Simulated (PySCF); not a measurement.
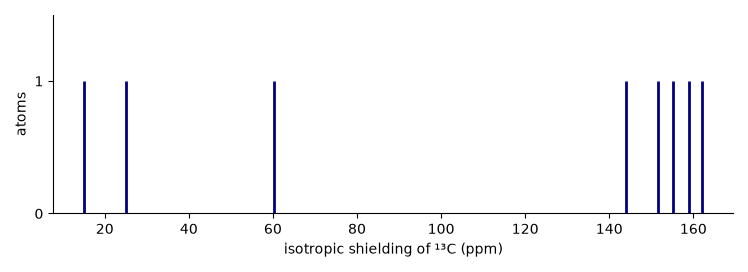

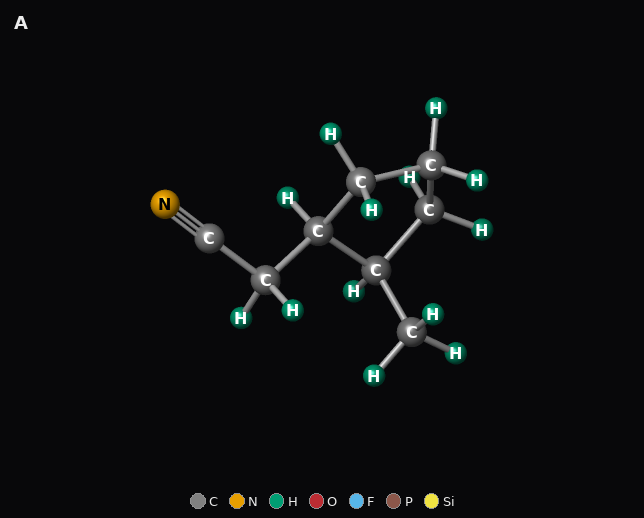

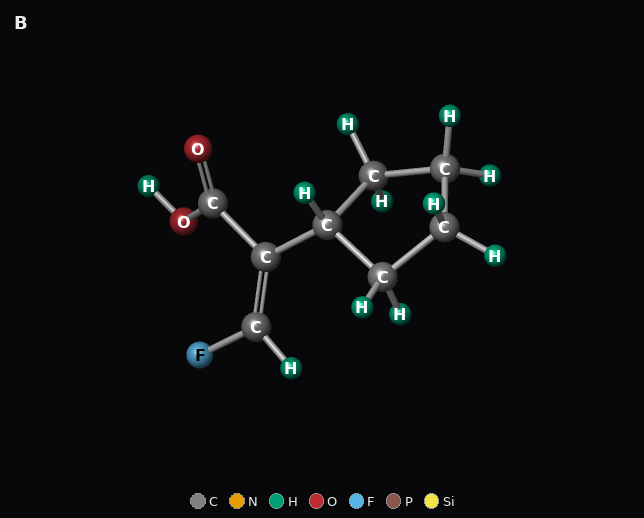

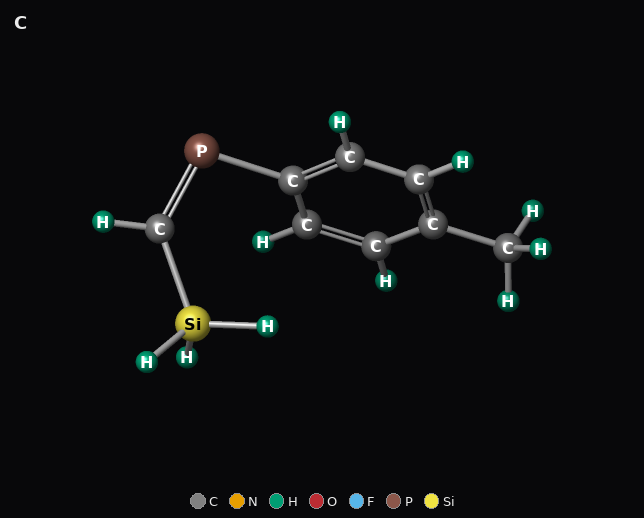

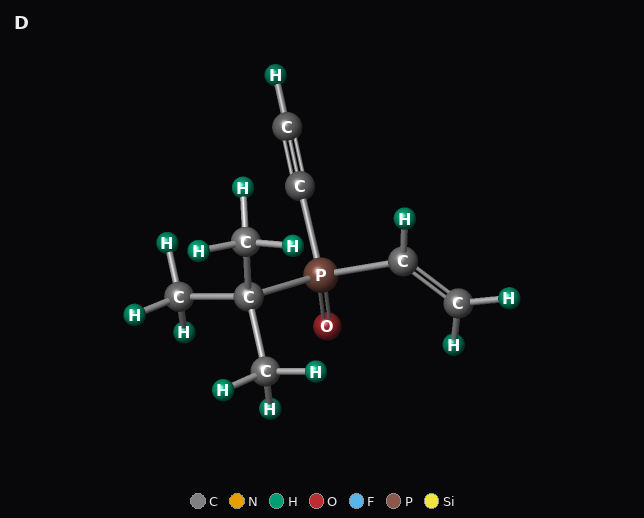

The sticks are computed shieldings of one of the molecules, for one fixed geometry (GFN2-xTB) without averaging over rotations. Low shielding means a high chemical shift. Method: GIAO PBE0/pcSseg-1 NMR shielding, non-relativistic, gas phase (PySCF 2.14.0).

> Which molecule gives this pattern?

B, `O=C(O)/C(=C\F)C1CCCC1`. Its 8 C atoms give lines at 15.1, 25.1, 60.3, 144.0, 151.7, 155.1, 159.0, 162.2 ppm.

The geometry is semi-empirical. Around P, Si such bond lengths and angles can be off by a tenth of an ångström or more and by several degrees, and values that hang on the shape move with them.
